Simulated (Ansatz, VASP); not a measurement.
# Cross-check of FePb between VASP and Ansatz

One calculation is typed for both programs; each brings its own data sets and cutoff. How far apart do they land? The cell is invented: As first built, before any earlier steps moved the atoms: it takes the MgZr structure with all of its atoms replaced by other elements, volume scaled by an estimate. It may not be a known or stable phase. The cell comes out of earlier VASP steps on this material, which relaxed, scaled or displaced it; both programs get it as it stands.

Calculated with Ansatz 0.2.0; plane waves, with VASP 6.6.1 beside it; relaxation of cell and atoms at LDA.

## 1. Set-up

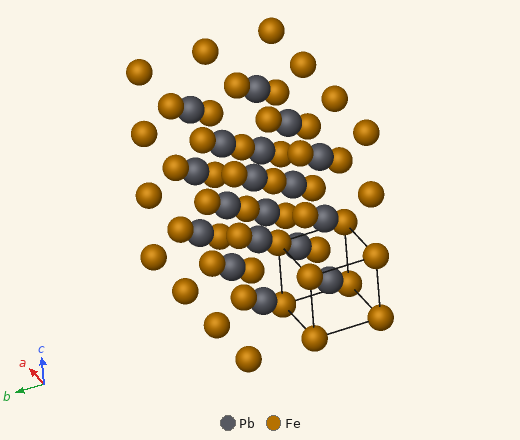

Start, viewed from a free direction; lead dark grey, iron orange. 3×2×3 cells are drawn. Some periodic images of atoms are drawn too.

Structure file:

```cif
data_structure
_symmetry_space_group_name_H-M 'P 1'
_symmetry_Int_Tables_number 1
_cell_length_a 3.2300
_cell_length_b 3.2300
_cell_length_c 3.2300
_cell_angle_alpha 90.000
_cell_angle_beta 90.000
_cell_angle_gamma 90.000
_cell_volume 33.70
loop_
_atom_site_label
_atom_site_type_symbol
_atom_site_fract_x
_atom_site_fract_y
_atom_site_fract_z
_atom_site_occupancy
Pb1 Pb 0.50000 0.50000 0.50000 1
Fe2 Fe 0.00000 0.00000 0.00000 1
```

## 2. VASP: relaxation of cell and atoms, LDA

The relaxed volume is the usual yardstick between codes: its relative difference is about their pressure difference at one cell divided by the bulk modulus.

Lines of VASP's logs that name or quote its potential files are left out, and so is its time.

File INCAR:

```
SYSTEM = FePb
PREC = Accurate
ENCUT = 400
EDIFF = 1E-06
NELM = 100
ISMEAR = 1
SIGMA = 0.2
LREAL = .FALSE.
ALGO = Normal
GGA = CA
NBANDS = 18
ISPIN = 2
MAGMOM = 0 3
LMAXMIX = 4
LORBIT = 11
LWAVE = .FALSE.
LCHARG = .FALSE.
IBRION = 2
NSW = 60
ISIF = 3
EDIFFG = -0.01
```

File POSCAR:

```
FePb
1.0
    3.2300018626      0.0000000000      0.0000000000
    0.0000000000      3.2300018626      0.0000000000
    0.0000000000      0.0000000000      3.2300018626
Pb Fe
1 1
Direct
    0.5000000000      0.5000000000      0.5000000000
    0.0000000000      0.0000000000      0.0000000000
```

File KPOINTS:

```
Automatic mesh
0
Gamma
7 7 7
0 0 0
```

Potentials, in the order of the species: Pb_d and Fe (LDA family, release 64).

The run is started by

```bash
$ mpirun -np 1 vasp_std
```

Numbers of over 12 decimals in the logs are rounded to 6 here.

The program printed:

```text
[banner, memory and clock lines left out]
running    1 mpi-ranks, on    1 nodes
 distrk:  each k-point on    1 cores,    1 groups
 distr:  one band on    1 cores,    1 groups

 POSCAR found type information on POSCAR PbFe
 POSCAR found :  2 types and       2 ions
 LDA part: xc-table for (Slater(with rela. corr.)+CA(PZ))
 , standard interpolation
 POSCAR, INCAR and KPOINTS ok, starting setup
 FFT: planning ... GRIDC
 FFT: planning ... GRID_SOFT
 FFT: planning ... GRID
 WAVECAR not read
 entering main loop
       N       E                     dE             d eps       ncg     rms          rms(c)
DAV:   1     0.170978031634E+03    0.17098E+03   -0.92689E+03  1472   0.134E+03
DAV:   2    -0.406332620906E+01   -0.17504E+03   -0.16969E+03  1442   0.323E+02
DAV:   3    -0.127048317375E+02   -0.86415E+01   -0.85629E+01  1634   0.938E+01
DAV:   4    -0.128908555625E+02   -0.18602E+00   -0.18594E+00  1708   0.141E+01
DAV:   5    -0.128976654537E+02   -0.68099E-02   -0.68095E-02  1802   0.248E+00    0.894E+00
DAV:   6    -0.144022536619E+02   -0.15046E+01   -0.23483E+01  1630   0.523E+01    0.164E+01
DAV:   7    -0.121277003620E+02    0.22746E+01   -0.90279E+00  1566   0.386E+01    0.177E+00
DAV:   8    -0.121224114668E+02    0.52889E-02   -0.20996E-01  1674   0.371E+00    0.114E+00
DAV:   9    -0.121149356746E+02    0.74758E-02   -0.13424E-02  2152   0.130E+00    0.368E-01
DAV:  10    -0.121134957995E+02    0.14399E-02   -0.14279E-03  2158   0.448E-01    0.882E-02
DAV:  11    -0.121132994142E+02    0.19639E-03   -0.28283E-04  2000   0.230E-01    0.553E-02
DAV:  12    -0.121132738798E+02    0.25534E-04   -0.80678E-06  2008   0.333E-02    0.172E-02
DAV:  13    -0.121132694577E+02    0.44221E-05   -0.54290E-06  1238   0.210E-02    0.482E-03
DAV:  14    -0.121132692592E+02    0.19848E-06   -0.16743E-06  1210   0.133E-02
   1 F= -.12113269E+02 E0= -.12111870E+02  d E =-.121133E+02  mag=     1.7723
 curvature:   0.00 expect dE= 0.000E+00 dE for cont linesearch  0.000E+00
 trial: gam= 0.00000 g(F)=  0.000E+00 g(S)=  0.146E-04 ort = 0.000E+00 (trialstep = 0.100E+01)
 search vector abs. value=  0.146E-04
 reached required accuracy - stopping structural energy minimisation
```

Parts of OUTCAR (step 2):

```text
ion  position               nearest neighbor table
   1  0.500  0.500  0.500-   2 2.80   2 2.80   2 2.80   2 2.80   2 2.80   2 2.80   2 2.80   2 2.80

  LATTYP: Found a simple cubic cell.
 ALAT       =     3.2300018626

 Subroutine GETGRP returns: Found 48 space group operations
 (whereof 48 operations were pure point group operations)

The static configuration has the point symmetry O_h .

 Found     20 irreducible k-points:

   k-points           NKPTS =     20   k-points in BZ     NKDIM =     20   number of bands    NBANDS=     18

   dimension x,y,z NGX =    24 NGY =   24 NGZ =   24
   dimension x,y,z NGXF=    48 NGYF=   48 NGZF=   48

   ENCUT  =  400.0 eV  29.40 Ry    5.42 a.u.   5.27  5.27  5.27*2*pi/ulx,y,z

   NELECT =      22.0000    total number of electrons

 k-points in reciprocal lattice and weights: Automatic mesh
   0.00000000  0.00000000  0.00000000       0.003
   0.14285714  0.00000000  0.00000000       0.017
   0.28571429  0.00000000  0.00000000       0.017
   0.42857143  0.00000000  0.00000000       0.017
   0.14285714  0.14285714  0.00000000       0.035
   0.28571429  0.14285714  0.00000000       0.070
   0.42857143  0.14285714  0.00000000       0.070
   0.28571429  0.28571429  0.00000000       0.035
   0.42857143  0.28571429  0.00000000       0.070
[...]
0.42857143  0.42857143  0.28571429       0.070
   0.42857143  0.42857143  0.42857143       0.023

 average (electrostatic) potential at core
       1 -88.1358       2 -40.2659

 E-fermi :   9.1401

 spin component 1
 k-point     1 :       0.0000    0.0000    0.0000
  band No.  band energies     occupation
    ...
      7       6.7227      1.00000
      8       6.7227      1.00000
      9       7.8838      1.00000
     10       7.8838      1.00000
     11       7.8838      1.00000
     12      11.9071     -0.00000
     13      11.9071     -0.00000
     14      11.9071     -0.00000
     15      15.4381      0.00000
     16      18.6321      0.00000
    ...

 k-point     2 :       0.1429    0.0000    0.0000
  band No.  band energies     occupation
    ...
      7       6.5681      1.00000
      8       6.7146      1.00000
      9       7.6612      1.00000
     10       7.6612      1.00000
     11       7.8674      1.00000
     12       9.9058     -0.00000
     13      12.5360     -0.00000
     14      12.5360     -0.00000
     15      16.4563      0.00000
     16      18.7226      0.00000
    ...

 k-point     3 :       0.2857    0.0000    0.0000
  band No.  band energies     occupation
    ...
      8       6.6958      1.00000
      9       7.2748      1.00000
     10       7.2748      1.00000
     11       7.8304      1.00000
     12       8.4222      1.00000
     13      14.1051      0.00000
     14      14.1051      0.00000
     15      17.0092      0.00000
     16      19.0182      0.00000
     17      21.9238      0.00000
    ...

 k-point     4 :       0.4286    0.0000    0.0000
  band No.  band energies     occupation
    ...
      8       6.6804      1.00000
      9       7.0301      1.00000
     10       7.0301      1.00000
     11       7.8005      1.00000
     12       8.3648      1.00000
     13      16.0698      0.00000
     14      16.0698      0.00000
     15      17.6852      0.00000
     16      19.5810      0.00000
     17      19.7283      0.00000
    ...

 k-point     5 :       0.1429    0.1429    0.0000
  band No.  band energies     occupation
    ...
      7       6.5974      1.00000
      8       6.6106      1.00000
      9       7.3673      1.00000
     10       7.5549      1.00000
     11       7.8258      1.00000
     12      10.3067     -0.00000
     13      10.6249     -0.00000
     14      13.0656     -0.00000
     15      17.5440      0.00000
     16      20.3023      0.00000
    ...

 k-point     6 :       0.2857    0.1429    0.0000
  band No.  band energies     occupation
    ...
      8       6.6706      1.00000
      9       7.1204      1.00000
     10       7.3118      1.00000
     11       7.7855      1.00000
     12       8.6574      1.00169
     13      11.6831     -0.00000
     14      14.4642      0.00000
     15      18.0548      0.00000
     16      18.7219      0.00000
     17      21.0072      0.00000
    ...

  Total       -0.0142209     -0.0142209     -0.0142209     -0.0000000      0.0000000     -0.0000000
  in kB       -0.6761264     -0.6761264     -0.6761264     -0.0000000      0.0000000     -0.0000000
  external PRESSURE =      -0.6761264 kB  Pullay stress =       0.0000000 kB

  energy-cutoff  :      400.00
  volume of cell :       33.70
      direct lattice vectors                 reciprocal lattice vectors
     3.230001863  0.000000000  0.000000000     0.309597345  0.000000000  0.000000000
     0.000000000  3.230001863  0.000000000     0.000000000  0.309597345  0.000000000
     0.000000000  0.000000000  3.230001863     0.000000000  0.000000000  0.309597345

 POSITION                                       TOTAL-FORCE (eV/Angst)
 -----------------------------------------------------------------------------------
      1.61500      1.61500      1.61500         0.000000      0.000000      0.000000
      0.00000      0.00000      0.00000         0.000000      0.000000      0.000000
 -----------------------------------------------------------------------------------
    total drift:                                0.000000      0.000000     -0.000000

  FREE ENERGIE OF THE ION-ELECTRON SYSTEM (eV)
  ---------------------------------------------------
  free  energy   TOTEN  =       -12.1132692592 eV

  energy  without entropy=      -12.1090721577  energy(sigma->0) =      -12.11187023

 reached required accuracy - stopping structural energy minimisation

 total charge
# of ion       s       p       d       tot
------------------------------------------
    1        1.277   1.066   9.855  12.198
    2        0.343   0.313   6.441   7.096
--------------------------------------------------
tot          1.620   1.378  16.296  19.294

 magnetization (x)
# of ion       s       p       d       tot
------------------------------------------
    1        0.005  -0.070  -0.001  -0.067
    2        0.010  -0.002   1.860   1.868
--------------------------------------------------
tot          0.015  -0.073   1.859   1.801

[... 6 further parts left out ...]
```

CONTCAR:

```
FePb
   1.00000000000000
     3.2300018626000000    0.0000000000000000    0.0000000000000000
     0.0000000000000000    3.2300018626000000    0.0000000000000000
     0.0000000000000000    0.0000000000000000    3.2300018626000000
  Pb              Fe
     1     1
Direct
     0.5000000000000000    0.5000000000000000    0.5000000000000000
     0.0000000000000000    0.0000000000000000    0.0000000000000000
```

[end of part 1 of 2]

[Lines on the potential files, build, host, timing and source positions are cut from VASP's logs without a mark.]

[Logs are printed without paths, hosts, clocks, repeated set-up lines and the standing remarks that a program may print on its own settings, such as how far it seeks lower states.]

[Hosts, paths, dates, database ids (printed as entryN), source tags and the programs' standing remarks are cut or masked in the printed files.]
